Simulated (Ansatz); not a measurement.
# Tc of HfB2 (P6/mmm) from its phonons

What Tc do the phonons of HfB2 (P6/mmm) give, and how does it depend on μ*? The cell shown first is a relaxed one, from steps not shown here.

Method: DFT PBE, scalar-relativistic, plane waves, PAW; PAW set soft_1, in Ansatz 0.2.0.

## (1) The cell after earlier relaxation steps

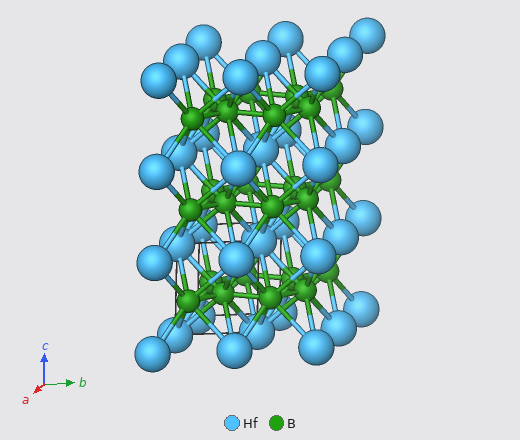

Start, viewed slightly off an axis; hafnium blue, boron green. 2×2×3 cells are drawn. Some periodic images of atoms are drawn too.

## (2) Electron–phonon run: q 3×3×3, k 12×12×9, scattering 18×18×12

The run that gives the couplings also evaluates McMillan's and Allen and Dynes's formulas and, where asked, the Eliashberg equations, over a range of μ*.

input.yaml reads:

```yaml
crystal:
  lattice:
    - [3.1439123144, 0.0, 0.0]
    - [-1.5719561572, 2.7227079315, 0.0]
    - [0.0, 0.0, 3.4899586395]
  atoms:
    - { symbol: Hf, position: [0.0, 0.0, 0.0] }
    - { symbol: B, position: [0.3333333333, 0.6666666667, 0.5] }
    - { symbol: B, position: [0.6666666667, 0.3333333333, 0.5] }
kpoints:
  mp_grid: { grid: [12, 12, 9] }
hamiltonian:
  xc: pbe
  pseudopotentials: { kind: paw, azcp: { folder: soft_1 } }
scf:
  occupations: { method: methfessel_paxton, width: 0.2 }
output:
  eigenvalues: true
phonons:
  method: dfpt
  qmesh: [3, 3, 3]
  temperatures: { t_max: 1000, t_step: 50 }
  qpath:
    path:
      - [[0.0, 0.0, 0.0], [0.5, 0.0, 0.0], [0.33333333, 0.33333333, 0.0], [0.0, 0.0, 0.0], [0.0, 0.0, 0.5], [0.5, 0.0, 0.5], [0.33333333, 0.33333333, 0.5], [0.0, 0.0, 0.5]]
      - [[0.5, 0.0, 0.5], [0.5, 0.0, 0.0]]
    npoints: 6
  electrical_resistivity:
    mesh: [18, 18, 12]
    temperatures: [20.0, 50.0, 80.0, 100.0, 150.0, 200.0, 273.0, 300.0, 400.0, 500.0, 600.0, 800.0]
  superconductivity: { mesh: [18, 18, 12] }
```

The run is started by

```console
> ansatz run input.yaml --threads 16 --pin off --max-ram 92160MiB --backend cuda --events-out ev --progress --plain --runs-dir out --max-vram 78GiB
```

Numbers of over 12 decimals in the logs are rounded to 6 here.

The program printed:

```text
Warning: phonons: the dynamical matrix that this run interpolates holds no multipole term above the dipole-dipole one, and a site of this crystal is no centre of inversion, so its interpolated transverse optical and acoustic branches and sound speeds can stay off near Gamma, and the density of states and the thermodynamics with them. What a run solves at a wave vector of phonons.qpoints, Gamma apart, where the deck admits one, is free of this, and under fd what a larger phonons.supercell samples
Engine: ansatz 0.2.0, aarch64-unknown-linux-gnu
Pseudopotentials: kind: paw
Pseudopotential: Hf, paw, valence charge 26, recommended cutoff 420 eV (normal), soft_1/Hf.paw.azcp
Pseudopotential: B, paw, valence charge 3, recommended cutoff 420 eV (normal), soft_1/B.paw.azcp
Functional definition: PBE
  parameter kappa = 0.804
  parameter beta = 0.066725
  exchange = pbe_x(kappa = kappa, mu = beta*pi^2/3)
  correlation = pbe_c(beta = beta)
[...]
Crystal: 3 atoms, lattice volume = 29.874 Å³
Basis set: ecut = 420 eV, 563 PW (Γ), exchange–correlation on 48×48×48 points (8 copies of the dense FFT grid, shifted against one another)
Bands: 20, of which v1, the nominal top of the filled ones, is band 16 counted from 1 (15 counted from 0)
Symmetry: 24 space group operations
k-points: 95 of 1296
Non-local potential: Hf, projectors of the file, l = 0: 3, l = 1: 2, l = 2: 2, l = 3: 3
Non-local potential: B, projectors of the file, l = 0: 2, l = 1: 2, l = 2: 1
PAW form: soft (Blöchl's): semilocal exchange-correlation on the pseudo side does not see the compensation charge
PAW one-centre angular grid: Hf, 590 points (default); XC on 64 Gauss nodes
PAW one-centre angular grid: B, 110 points (default); XC on 64 Gauss nodes
Initial density: superposition of atomic densities (chi_scale 0.1, normalization cell, long waves kept (reshape's long-wave potential 0.00 eV rms))
Initial wavefunctions: pseudopotential atomic-orbital guess
[...]
Functional: x = pbe(κ = 0.804, μ = 0.219515), c = pbe(β = 0.066725)
SCF iter   1: F=—  HF=-16037.747572 eV  |F-HF|=—  |Δ(HF+E_count)|=         —  Δρ=6.67e-2  dr2=2.14e0  ethr=3.10e-3  ⟨swp⟩=3.8  Hψ=7484  notcnv=0
preconditioner: auto → none  [insulator: Δε(μ)=0.226 eV  Ē_g=16.640 eV  σ=0.200 eV  W_gap=0.80  n_scr=8 (ndim 8)  ℏωp=37.2 eV  f_vac=0.000  D(μ)=0.22/eV (n_scr^D=0)  ε∞_Penn≈6.0]
SCF iter   2: F=—  HF=-16037.170381 eV  |F-HF|=—  |Δ(HF+E_count)|=   5.77e-1  S|Δr|=    0.00e0  Δρ=2.65e-2  dr2=3.14e-1  ethr=3.10e-3  ⟨swp⟩=3.0  Hψ=4506  notcnv=0
[...]
SCF iter  10: F=-16037.063549 eV  HF=-16037.063549 eV  |F-HF|=5.46e-12  |Δ(HF+E_count)|=  1.09e-11  S|Δr|=    0.00e0  Δρ=2.18e-8  dr2=4.13e-14  ethr=1.00e-12  ⟨swp⟩=6.9  Hψ=11111  notcnv=0
SCF 1 converged in 10 iterations: F = -16037.063549 eV  dr2 = 4.13e-14
  greatest PAW one-centre occupation: 0.998 electrons in one spin orbital (limit 2), on the Hf atom at site 0 (counted from 0), in its partial waves of l = 0
[...]
iter 1 solved again at ethr=3.38e-9 eV; its pass at ethr=3.10e-3 eV (dr2=1.08e-6 eV) is discarded
SCF iter   1: F=—  HF=-16037.063534 eV  |F-HF|=—  |Δ(HF+E_count)|=         —  Δρ=5.74e-8  dr2=4.59e-13  ethr=3.38e-9  ⟨swp⟩=4.3  Hψ=14857  notcnv=0
eigensolver tolerance schedule: the retry pair's looser diagonalisation over-reported the residual by 2355153.18 of it (diagonalisation noise at an unbounded share of the residual, at the tolerance the schedule requests for it); recorded, not acted on — ethr = c·dr2/N_el stays at c = 1.0e-1
preconditioner: auto → none  [metal: Δε(μ)=0.071 eV  Ē_g=17.451 eV  σ=0.200 eV  W_gap=0.29  n_scr=8 (ndim 8)  ℏωp=37.2 eV  f_vac=0.000  D(μ)=0.26/eV (n_scr^D=0)]
SCF iter   2: F=-16037.063549 eV  HF=-16037.063549 eV  |F-HF|=0.00e0  |Δ(HF+E_count)|=   1.41e-5  S|Δr|=    0.00e0  Δρ=3.24e-8  dr2=1.49e-13  ethr=1.00e-12  ⟨swp⟩=7.4  Hψ=12044  notcnv=0
SCF 2 converged in 2 iterations: F = -16037.063549 eV  dr2 = 1.49e-13
phonons: the bands overlap, so this run is a metal and interpolates without the dipole-dipole term. If the crystal is really an insulator or semiconductor, its LO-TO splitting is missing
[...]
NSCF: frozen V_eff on 95 k-points, pencils in batches of 32, up to order 80
[...]
NSCF: frozen V_eff on 95 k-points
[...]
SCF 3 converged in 10 iterations: F = -16037.063549 eV  dr2 = 4.21e-14
[...]
SCF converged after 10 iterations
[...]
mean free path at 50 K (of a tensor a third of its trace): 3958 nm by what each carries, 3203 by the Fermi surface alone
  Hall coefficient in a weak field at 50 K (a third of the trace): -2.277e-9 m³/C (as a tensor it moves by 2.3 % between the two finest meshes); by each state's relaxation time: -2.281e-9 m³/C; by a constant relaxation time: -1.807e-9 m³/C
  mean free path at 80 K (of a tensor a third of its trace): 716 nm by what each carries, 611 by the Fermi surface alone
  Hall coefficient in a weak field at 80 K (a third of the trace): -2.134e-9 m³/C (as a tensor it moves by 1.8 % between the two finest meshes); by each state's relaxation time: -2.054e-9 m³/C; by a constant relaxation time: -1.800e-9 m³/C
  mean free path at 100 K (of a tensor a third of its trace): 397 nm by what each carries, 350 by the Fermi surface alone
  Hall coefficient in a weak field at 100 K (a third of the trace): -2.055e-9 m³/C (as a tensor it moves by 2.4 % between the two finest meshes); by each state's relaxation time: -1.954e-9 m³/C; by a constant relaxation time: -1.796e-9 m³/C
  mean free path at 150 K (of a tensor a third of its trace): 170 nm by what each carries, 156 by the Fermi surface alone
  Hall coefficient in a weak field at 150 K (a third of the trace): -1.948e-9 m³/C (as a tensor it moves by 3.4 % between the two finest meshes); by each state's relaxation time: -1.838e-9 m³/C; by a constant relaxation time: -1.791e-9 m³/C
  mean free path at 200 K (of a tensor a third of its trace): 100 nm by what each carries, 93.0 by the Fermi surface alone
  Hall coefficient in a weak field at 200 K (a third of the trace): -1.892e-9 m³/C (as a tensor it moves by 3.9 % between the two finest meshes); by each state's relaxation time: -1.786e-9 m³/C; by a constant relaxation time: -1.787e-9 m³/C
  mean free path at 273 K (of a tensor a third of its trace): 58.7 nm by what each carries, 55.1 by the Fermi surface alone
  Hall coefficient in a weak field at 273 K (a third of the trace): -1.835e-9 m³/C (as a tensor it moves by 4.5 % between the two finest meshes); by each state's relaxation time: -1.734e-9 m³/C; by a constant relaxation time: -1.786e-9 m³/C
  mean free path at 300 K (of a tensor a third of its trace): 50.4 nm by what each carries, 47.5 by the Fermi surface alone
  Hall coefficient in a weak field at 300 K (a third of the trace): -1.819e-9 m³/C (as a tensor it moves by 4.6 % between the two finest meshes); by each state's relaxation time: -1.720e-9 m³/C; by a constant relaxation time: -1.785e-9 m³/C
  mean free path at 400 K (of a tensor a third of its trace): 32.7 nm by what each carries, 31.2 by the Fermi surface alone
  Hall coefficient in a weak field at 400 K (a third of the trace): -1.785e-9 m³/C (as a tensor it moves by 4.6 % between the two finest meshes); by each state's relaxation time: -1.689e-9 m³/C; by a constant relaxation time: -1.786e-9 m³/C
  mean free path at 500 K (of a tensor a third of its trace): 24.3 nm by what each carries, 23.2 by the Fermi surface alone
  Hall coefficient in a weak field at 500 K (a third of the trace): -1.777e-9 m³/C (as a tensor it moves by 4.3 % between the two finest meshes); by each state's relaxation time: -1.682e-9 m³/C; by a constant relaxation time: -1.787e-9 m³/C
  mean free path at 600 K (of a tensor a third of its trace): 19.4 nm by what each carries, 18.6 by the Fermi surface alone
  Hall coefficient in a weak field at 600 K (a third of the trace): -1.783e-9 m³/C (as a tensor it moves by 4.0 % between the two finest meshes); by each state's relaxation time: -1.685e-9 m³/C; by a constant relaxation time: -1.787e-9 m³/C
  mean free path at 800 K (of a tensor a third of its trace): 14.0 nm by what each carries, 13.3 by the Fermi surface alone
  Hall coefficient in a weak field at 800 K (a third of the trace): -1.802e-9 m³/C (as a tensor it moves by 3.9 % between the two finest meshes); by each state's relaxation time: -1.694e-9 m³/C; by a constant relaxation time: -1.776e-9 m³/C
  the resistivity times a path that all electrons share, by the Fermi surface of the deck's mesh alone (a third of the trace): 2.364e-15 Ω·m²
  not converged in the mesh (λ; λ_tr; the resistivity at 20 K by 64.65 %; the resistivity at 50 K by 100.67 %; the resistivity at 80 K by 88.79 %; the resistivity at 100 K by 85.98 %; the resistivity at 150 K by 82.80 %; the resistivity at 200 K by 79.66 %; the resistivity at 273 K by 75.62 %; the resistivity at 300 K by 74.45 %; the resistivity at 400 K by 71.00 %; the resistivity at 500 K by 68.39 %; the resistivit [...]
  vibrations of 27 cells: unjudged by the run; compare a larger repeat
  the changes of the potential over all sites missed a rigid shift's by 0.00 % (the site terms' by 0.02 %)
  at the force constants' own smearing the fine mesh and the k-points of their solves give squared frequencies that differ by 3.6 % of the larger at the most, at (0, 0, 0)
--- Superconductivity: potentials and phonons of a 3×3×3 supercell ---
           mesh         λ    ħω_log (meV)  μ* declared at (meV)
       18×18×12    0.1168          38.371               55.472
          9×9×6    0.1068          37.273               54.519
  λ by the species' shares of the modes' patterns: Hf 0.0595, B 0.0572
  with the Fermi level up to 101.1 meV (the hardest mode) off, states and modes as they are: density of states 0.1044 to 0.1410 /eV of one spin and cell, λ 0.0957 to 0.1380
  transition temperature on the deck's mesh (K), isotropic and anisotropic, restricted to the Fermi surface (FSR) and over the full bandwidth (FBW), and the last with the density of states resolved in a narrower window:
        μ*   McMillan   Allen–Dynes      iso. FSR      iso. FBW    aniso. FSR    aniso. FBW  narrow window
      0.08      0.000         0.000    none_found    none_found    none_found    none_found     none_found
      0.10      0.000         0.000    none_found    none_found    none_found    none_found     none_found
      0.12          -             -    none_found    none_found    none_found    none_found     none_found
      0.13          -             -    none_found    none_found    none_found    none_found     none_found
      0.14          -             -    none_found    none_found    none_found    none_found     none_found
      0.16          -             -    none_found    none_found    none_found    none_found     none_found
      0.20          -             -    none_found    none_found    none_found    none_found     none_found
  none_found: no transition down to 0.1 K
  isotope coefficients −∂ln Tc/∂ln M under μ* = 0.13, the force constants as they are, of the isotropic transitions restricted to the Fermi surface and over the full bandwidth: Hf - and -, B - and -
  not converged in the mesh (λ): between neighbouring meshes, the two finest first, λ moves by 8.49 % and the anisotropic transition temperature over the full bandwidth at μ* = 0.13 by nothing (neither mesh has one); converged means that the two finest part by at most 2.00 % and 5.00 %
  vibrations of 27 cells: unjudged by the run; compare a larger repeat
  the changes of the potential over all sites missed a rigid shift's by 0.00 % (the site terms' by 0.02 %)
  at the force constants' own smearing the fine mesh and the k-points of their solves give squared frequencies that differ by 3.6 % of the larger at the most, at (0, 0, 0)
```

Run time: 32 s. Hardware: 1 × NVIDIA GB200 with 16 threads of Arm Neoverse V2, shared host; peak memory 5.6 GiB.

The column dr2 measures how far the density is from self-consistency, as an energy; F and HF (Harris–Foulkes) agree once it is small.

Numbers from this step:

```
volume per atom                                                                : 9.958 Å³/atom
metallic on mesh                                                               : yes
gap on the k-mesh                                                              : 0 eV
zero-point energy                                                              : 0.2626 eV/cell
share of imaginary modes in the plain interpolation between solved wavevectors : 0
highest frequency, solved or plainly interpolated                              : 811.9 cm⁻¹
Debye temperature (second moment)                                              : 978 K
resistivity at 300 K                                                           : 5.027 μΩ cm, mean of the axes
coupling constant λ                                                            : 0.1168
density of states at the Fermi level                                           : 0.1228 states/eV a spin and cell
log mean phonon energy ħω_log                                                  : 38.37 meV
transport coupling constant λ_tr                                               : 0.1171, 0.1171, 0.1288 (xx, yy, zz)
Drude plasma energy                                                            : 4.655, 4.655, 4.339 eV (xx, yy, zz)
resistivity times mean free path                                               : 22.76, 22.76, 25.39 × 10⁻¹⁶ Ω m² (xx, yy, zz)
second-moment phonon energy ħω₂                                                : 55.47 meV
```

An empty cell: under 1 mK by a formula, or no transition down to the floor of the Eliashberg search. Transition temperatures:

```
  μ*  McMillan Tc (K)  Allen–Dynes Tc (K)
0.08                -                   -
 0.1                -                   -
0.12                -                   -
0.13                -                   -
0.14                -                   -
0.16                -                   -
 0.2                -                   -
```

## (3) Electron–phonon run: q 6×6×4, k 12×12×12, scattering 24×24×16

The next rung changes the q mesh, which sets the reach of the force constants and couplings; the k mesh of the density and its response; the scattering mesh, which samples the Fermi surface.

Changes to input.yaml since step 2:

```diff
@@ -10,3 +10,3 @@
 kpoints:
-  mp_grid: { grid: [12, 12, 9] }
+  mp_grid: { grid: [12, 12, 12] }
 hamiltonian:
@@ -20,3 +20,3 @@
   method: dfpt
-  qmesh: [3, 3, 3]
+  qmesh: [6, 6, 4]
   temperatures: { t_max: 1000, t_step: 50 }
@@ -28,4 +28,4 @@
   electrical_resistivity:
-    mesh: [18, 18, 12]
+    mesh: [24, 24, 16]
     temperatures: [20.0, 50.0, 80.0, 100.0, 150.0, 200.0, 273.0, 300.0, 400.0, 500.0, 600.0, 800.0]
-  superconductivity: { mesh: [18, 18, 12] }
+  superconductivity: { mesh: [24, 24, 16] }
```

The program printed:

```text
[...]
Crystal: 3 atoms, lattice volume = 29.874 Å³
Basis set: ecut = 420 eV, 563 PW (Γ), exchange–correlation on 48×48×48 points (8 copies of the dense FFT grid, shifted against one another)
Bands: 20, of which v1, the nominal top of the filled ones, is band 16 counted from 1 (15 counted from 0)
Symmetry: 24 space group operations
k-points: 133 of 1728
[...]
SCF iter   1: F=—  HF=-16037.746088 eV  |F-HF|=—  |Δ(HF+E_count)|=         —  Δρ=6.66e-2  dr2=2.14e0  ethr=3.10e-3  ⟨swp⟩=3.6  Hψ=10578  notcnv=0
[...]
SCF iter   2: F=—  HF=-16037.171710 eV  |F-HF|=—  |Δ(HF+E_count)|=   5.74e-1  S|Δr|=    0.00e0  Δρ=2.65e-2  dr2=3.15e-1  ethr=3.10e-3  ⟨swp⟩=3.0  Hψ=6321  notcnv=0
[...]
SCF iter  10: F=-16037.064516 eV  HF=-16037.064516 eV  |F-HF|=3.64e-12  |Δ(HF+E_count)|=  1.09e-11  S|Δr|=    0.00e0  Δρ=3.62e-8  dr2=9.40e-14  ethr=1.00e-12  ⟨swp⟩=7.2  Hψ=16532  notcnv=0
SCF 1 converged in 10 iterations: F = -16037.064516 eV  dr2 = 9.40e-14
[...]
SCF iter   2: F=-16037.064516 eV  HF=-16037.064516 eV  |F-HF|=0.00e0  |Δ(HF+E_count)|=   9.22e-6  S|Δr|=    0.00e0  Δρ=2.83e-8  dr2=1.60e-13  ethr=1.00e-12  ⟨swp⟩=7.3  Hψ=14892  notcnv=0
SCF 2 converged in 2 iterations: F = -16037.064516 eV  dr2 = 1.60e-13
[...]
NSCF: frozen V_eff on 133 k-points, pencils in batches of 32, up to order 80
[...]
NSCF: frozen V_eff on 133 k-points
[...]
SCF 3 converged in 10 iterations: F = -16037.064516 eV  dr2 = 9.59e-14
[...]
SCF converged after 10 iterations
[...]
vibrations of 144 cells: unjudged by the run; compare a larger repeat
[...]
--- Superconductivity: potentials and phonons of a 6×6×4 supercell ---
           mesh         λ    ħω_log (meV)  μ* declared at (meV)
       24×24×16    0.1251          38.366               55.338
        12×12×8    0.1058          37.700               55.068
          6×6×4    0.1211          40.406               57.307
  λ by the species' shares of the modes' patterns: Hf 0.0640, B 0.0611
[...]
0.08      0.000         0.000    none_found    none_found    none_found    none_found     none_found
      0.10      0.000         0.000    none_found    none_found    none_found    none_found     none_found
      0.12          -             -    none_found    none_found    none_found    none_found     none_found
      0.13          -             -    none_found    none_found    none_found    none_found     none_found
      0.14          -             -    none_found    none_found    none_found    none_found     none_found
      0.16          -             -    none_found    none_found    none_found    none_found     none_found
      0.20          -             -    none_found    none_found    none_found    none_found     none_found
  none_found: no transition down to 0.1 K
[...]
vibrations of 144 cells: unjudged by the run; compare a larger repeat
[...]
```

Elapsed: 3.2 min, on 1 × NVIDIA GB200 with 16 threads; peak memory 20 GiB; 12 min of CPU time.

This step gave:

```yaml
zero_point_energy: 0.2628 eV/cell
highest_frequency_solved_or_plainly_interpolated: 818.1 cm⁻¹
resistivity_at_300_k: 5.011 μΩ cm, mean of the axes
coupling_constant_lambda: 0.1251
density_of_states_at_the_fermi_level: 0.1317 states/eV a spin and cell
transport_coupling_constant_lambda_tr: 0.1232, 0.1232, 0.137 (xx, yy, zz)
drude_plasma_energy: 4.803, 4.803, 4.483 eV (xx, yy, zz)
resistivity_times_mean_free_path: 21.09, 21.09, 24.23 × 10⁻¹⁶ Ω m² (xx, yy, zz)
second_moment_phonon_energy_omega: 55.34 meV
```

An empty cell: under 1 mK by a formula, or no transition down to the floor of the Eliashberg search. Transition temperatures:

```
  μ*  McMillan Tc (K)  Allen–Dynes Tc (K)
0.08                -                   -
 0.1                -                   -
0.12                -                   -
0.13                -                   -
0.14                -                   -
0.16                -                   -
 0.2                -                   -
```

(Part 1 of 2 ends here.)

[Logs are printed without paths, hosts, clocks, repeated set-up lines and the standing remarks that a program may print on its own settings, such as how far it seeks lower states.]

[Hosts, paths, dates, database ids (printed as entryN), source tags and the programs' standing remarks are cut or masked in the printed files.]
